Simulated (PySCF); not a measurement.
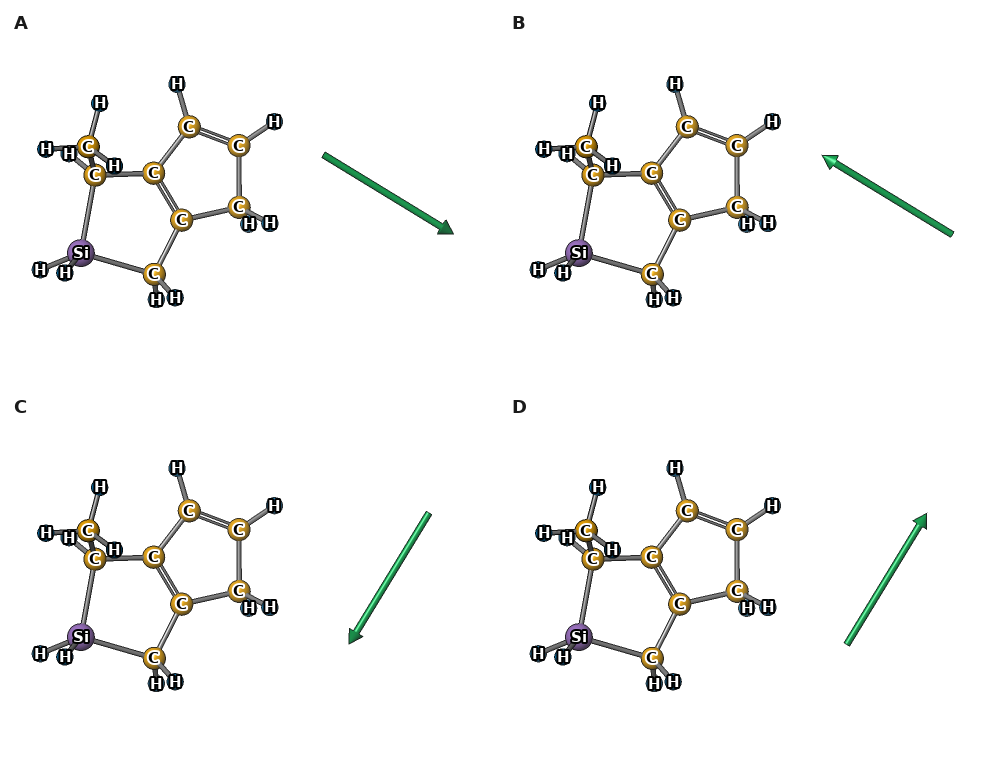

The same molecule four times, each with an arrow. The computed structure is the end point of a GFN2-xTB optimisation. No frequency run is at hand to confirm it as a minimum. Method: PBE0/pcSseg-1, gas phase (PySCF 2.14.0).

Which arrow points along the dipole moment, from the negative to the positive end?

A. The dipole moment is 0.48 D.

The geometry is semi-empirical. Around Si such bond lengths and angles can be off by a tenth of an ångström or more and by several degrees, and values that hang on the shape move with them.
